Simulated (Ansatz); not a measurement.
# Calculations on BH$_{4}$O$_{3}$

## 1. Relaxation

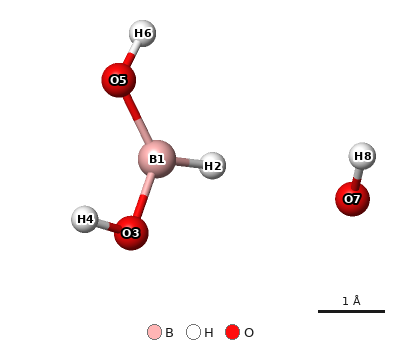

This is the input geometry for a relaxation of BH$_{4}$O$_{3}$ (multiplicity 2). Style: ball-and-stick. Shown at a tilt.

The run prepares an end point of a later path (reaction) calculation, from a guessed geometry.

Computed with Ansatz 0.2.0, UKS PBE-D4/6-31G*.

Input
```yaml
crystal:
  periodic: [false, false, false]
  atoms:
    - { symbol: B, position_ang: [-0.000934, -0.113889, 0.0221] }
    - { symbol: H, position_ang: [-0.272598, 0.458376, 1.043238] }
    - { symbol: O, position_ang: [1.317453, -0.258239, -0.298619] }
    - { symbol: H, position_ang: [1.4062, -0.715099, -1.16079] }
    - { symbol: O, position_ang: [-0.970068, -0.605525, -0.825567] }
    - { symbol: H, position_ang: [-1.86213, -0.412683, -0.481119] }
    - { symbol: O, position_ang: [0.020256, -0.022856, 3.174928] }
    - { symbol: H, position_ang: [-0.362479, -0.929784, 3.036529] }
magnetization:
  spin_polarized: true
  initial_magnetization: 1
basis:
  gaussian: { orbitals: "6-31G*" }
hamiltonian:
  xc: pbe
  dispersion: d4
relax:
  f_tol: 0.03
  max_steps: 50
```

Command:
```bash
ansatz run input.yaml --threads 2 --pin off --max-ram 3072MiB --backend cpu --events-out ev --progress --plain --runs-dir out
```

What does the optimiser find from here?

After 20 accepted moves (22 points after the start) the energy has fallen by 79.1 kJ/mol. Largest force component: 0.44 eV/Å at the start, 0.029 eV/Å at the end. The line search rejected the trial steps at points 11, 17 of the run. The largest move after the best rigid fit is that of O7, 1.36 Å. By element the largest moves are O 1.36 Å, H 1.31 Å, B 0.60 Å. Some distances before and after: B1–H2 1.202 → 2.430 Å, H2–O7 2.205 → 0.990 Å, O5–H6 0.976 → 1.000 Å, B1–O5 1.378 → 1.357 Å. New bonds form, among them: H2–O7 (2.20 → 0.99 Å). Bonds break, among them: B1–H2 (1.20 → 2.43 Å). Bond angles that change, for instance: O3–B1–O5 119.8° → 126.1°, B1–O5–H6 110.8° → 108.2°. Cost: 16 s on 2 threads of Intel(R) Xeon(R) 6975P-C (Granite Rapids), with other jobs on the host, peak memory 0.15 GiB.

Step by step:

| step | E − E(0), kJ/mol | largest force component, eV/Å | note |
| --- | --- | --- | --- |
| 0 | 0.00 | 0.4399 |  |
| 1 | -5.29 | 0.5615 |  |
| 2 | -11.58 | 0.6947 |  |
| 3 | -15.74 | 0.7169 |  |
| 4 | -20.51 | 0.5405 |  |
| 5 | -22.40 | 2.6830 |  |
| 6 | -26.31 | 1.8582 |  |
| 7 | -47.94 | 0.7187 |  |
| 8 | -53.35 | 0.4439 |  |
| 9 | -55.92 | 0.1492 |  |
| 10 | -57.09 | 0.2190 |  |
| 11 | -55.66 | 0.9935 | rejected |
| 12 | -59.01 | 0.2472 |  |
| 13 | -61.15 | 0.2227 |  |
| 14 | -64.24 | 0.2331 |  |
| 15 | -68.46 | 0.5732 |  |
| 16 | -72.17 | 0.6383 |  |
| 17 | -71.35 | 1.6234 | rejected |
| 18 | -75.65 | 0.3242 |  |
| 19 | -77.69 | 0.3905 |  |
| 20 | -78.65 | 0.2904 |  |
| 21 | -78.98 | 0.0866 |  |
| 22 | -79.12 | 0.0286 |  |

Final geometry:

```xyz
8

B     0.5733   -0.2303   -0.1261
H    -0.1893    0.4206    2.0879
O     1.5167   -0.2828   -1.1027
H     1.1437   -0.6727   -1.9282
O    -0.7166   -0.6376   -0.2380
H    -1.1740   -0.4663    0.6341
O    -1.0653    0.0470    2.3597
H    -0.8127   -0.7776    2.8239
```

After the run, drawn alike:

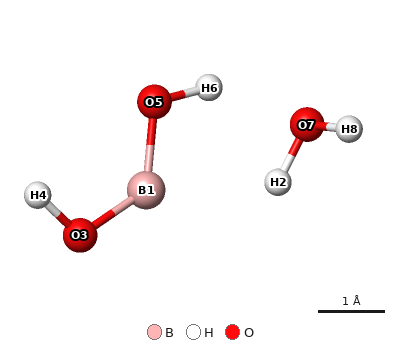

Limits of the set-up: the start holds two separate molecules, 2.2 Å apart at their closest, whose relative position is a soft coordinate.

## 2. Relaxation

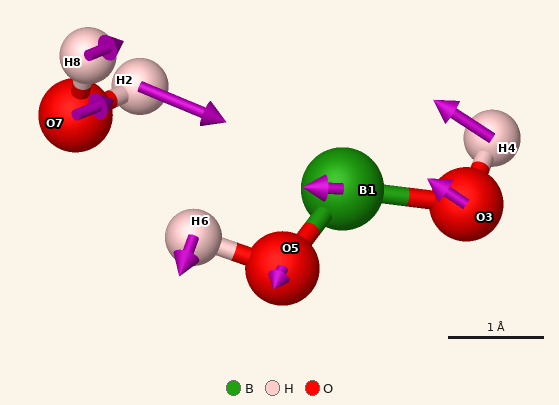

A relaxation of BH₄O₃ (multiplicity 2). The starting structure is drawn; purple arrows show the displacements, 30 times their true length. The two geometries are superimposed by the best rigid fit.

A ball-and-stick model, seen at a tilt.

The run prepares an end point of a later path (reaction) calculation, from a guessed geometry.

All numbers below come from UKS PBE-D4/6-31G* (Ansatz 0.2.0).

Input
```yaml
crystal:
  periodic: [false, false, false]
  atoms:
    - { symbol: B, position_ang: [0.303903, -0.315175, -0.314986] }
    - { symbol: H, position_ang: [0.061203, 0.082882, 2.028118] }
    - { symbol: O, position_ang: [1.017035, -0.486987, -1.468275] }
    - { symbol: H, position_ang: [1.974957, -0.441486, -1.297825] }
    - { symbol: O, position_ang: [-1.046454, -0.318391, -0.272177] }
    - { symbol: H, position_ang: [-1.324664, -0.172263, 0.675281] }
    - { symbol: O, position_ang: [-0.853027, -0.011149, 2.420712] }
    - { symbol: H, position_ang: [-0.857253, -0.937131, 2.739852] }
magnetization:
  spin_polarized: true
  initial_magnetization: 1
basis:
  gaussian: { orbitals: "6-31G*" }
hamiltonian:
  xc: pbe
  dispersion: d4
relax:
  f_tol: 0.03
  max_steps: 50
```

Launched with:
```bash
ansatz run input.yaml --threads 2 --pin off --max-ram 3072MiB --backend cpu --events-out ev --progress --plain --runs-dir out
```

Q: Which element moves most?

A: Hydrogen: up to 0.033 Å, against 0.019 Å for oxygen.

Q: Describe the change and its energy.

A: The atom that moves furthest after the best rigid fit is H2 (0.033 Å). By element the largest moves are H 0.033 Å, O 0.019 Å, B 0.015 Å. Near-neighbour distances that change, for instance: H2–O7 0.999 → 0.994 Å. The energy falls by 0.04 kcal/mol in 4 accepted moves (5 points after the start). The largest force component goes from 0.27 to 0.029 eV/Å. The line search rejected the trial step at point 4 of the run.

## 3. Path

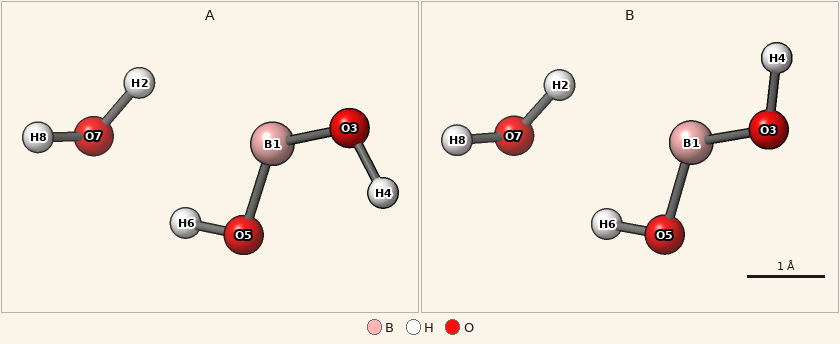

The two relaxed end points of a path for BH4O3 (multiplicity 2). A ball-and-stick model, seen at a tilt.

These are results of UKS PBE-D4/6-31G* in Ansatz 0.2.0, not measurements.

Settings: 7 movable images; climbing image; force threshold 0.05 eV/Å; iteration limit 60.

Start:
```xyz
8

B     0.5965   -0.2622   -0.1067
H    -0.1750    0.3874    2.1046
O     1.5592   -0.3597   -1.0608
H     1.1807   -0.7001   -1.9055
O    -0.7163   -0.5704   -0.2613
H    -1.1829   -0.3878    0.6036
O    -1.0828    0.0728    2.3446
H    -0.9036   -0.7797    2.7923
```

End:
```xyz
8

B     0.3041   -0.3708   -0.2983
H    -0.0272    0.2852    1.9269
O     1.0635   -0.5837   -1.4148
H     1.9974   -0.3624   -1.2485
O    -1.0296   -0.5873   -0.2625
H    -1.3504   -0.3569    0.6542
O    -0.9091    0.1190    2.3541
H    -0.7730   -0.7428    2.7996
```

Question: Predict the minimum-energy path and its barrier.

Answer: The energy climbs by 0.32 eV to image 4 and then falls by 0.32 eV, so the end point sits at +0.01 eV. No bond forms or breaks between the ends. Among the angles between lasting bonds that change up to the highest image: B1–O3–H4 110.7° → 114.7°. The band converged in 21 iterations, with a climbing image at the top. At the top, the vibrational analysis gives one imaginary mode (559i cm⁻¹), as a transition state must have.

Energies of the converged images:

| image | path (Å) | E (eV) |
| --- | --- | --- |
| 0 | 0.00 | 0.000 |
| 1 | 0.29 | 0.012 |
| 2 | 0.58 | 0.059 |
| 3 | 0.87 | 0.203 |
| 4 | 1.16 | 0.323 |
| 5 | 1.42 | 0.237 |
| 6 | 1.68 | 0.099 |
| 7 | 1.93 | 0.023 |
| 8 | 2.19 | 0.006 |

The geometry at the top of the path:

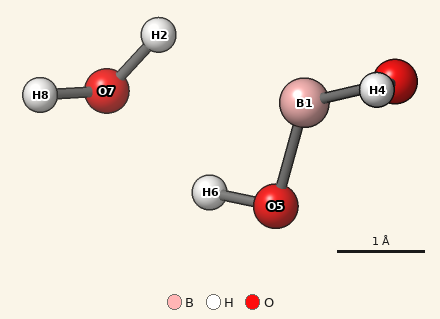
